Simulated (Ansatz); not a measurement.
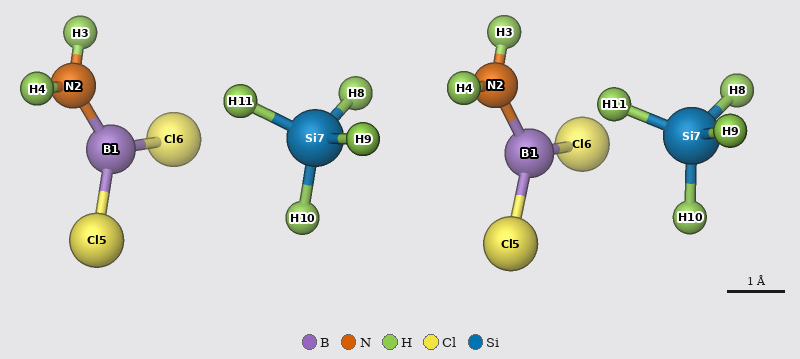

Two geometries of BSiNH₆Cl₂, drawn at one scale. One is the start of a relaxation, the other its converged end. The picture is a ball-and-stick view, seen from a free direction.

All numbers below come from RKS PBE-D4/6-31G* in Ansatz 0.2.0. Set-up: no spin polarisation; force threshold 0.03 eV/Å; at most 50 steps.

**Which of the two is the end point?**

The left one is the relaxed one. The run prepares an end point of a later path (reaction) calculation, from a guessed geometry. After 11 accepted moves (13 points after the start) the energy has fallen by 0.349 eV. Largest force component: 2.2 eV/Å at the start, 0.023 eV/Å at the end. The line search rejected the trial steps at points 4, 7 of the run. The forces were under the threshold at step 8, but the run went on from there. The largest move after the best rigid fit is that of H9, 0.59 Å. By element the largest moves are H 0.59 Å, Si 0.44 Å, N 0.43 Å, B 0.34 Å, Cl 0.26 Å. Among the contacts that change: B1–N2 1.470 → 1.397 Å, Si7–H11 1.475 → 1.499 Å, B1–Cl5 1.770 → 1.777 Å.

Limits of the set-up: the start holds two separate molecules, 2.2 Å apart at their closest, whose relative position is a soft coordinate.
